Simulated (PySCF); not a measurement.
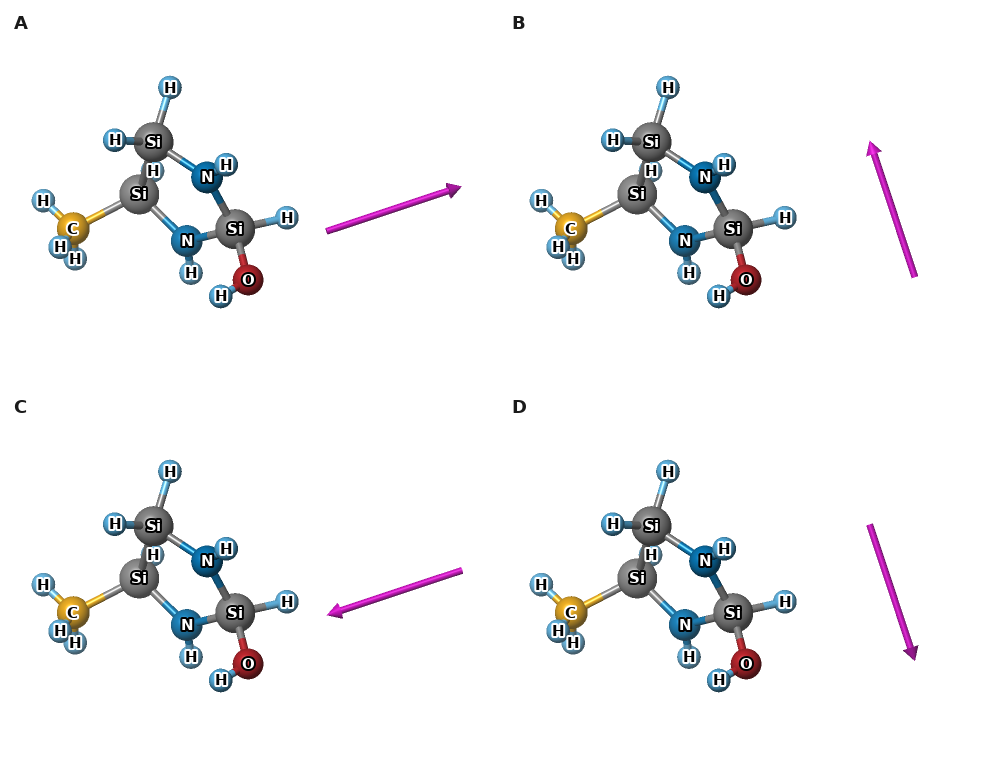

The same molecule four times, each with an arrow. The geometry was computed by an optimisation with GFN2-xTB. No frequency run is at hand to confirm it as a minimum. Properties computed with PBE0/pcSseg-1, gas phase (PySCF 2.14.0).

Which arrow points along the dipole moment, from the negative to the positive end?

Answer. C. The dipole moment is 1.79 D.

The geometry is semi-empirical. Around Si such bond lengths and angles can be off by a tenth of an ångström or more and by several degrees, and values that hang on the shape move with them.
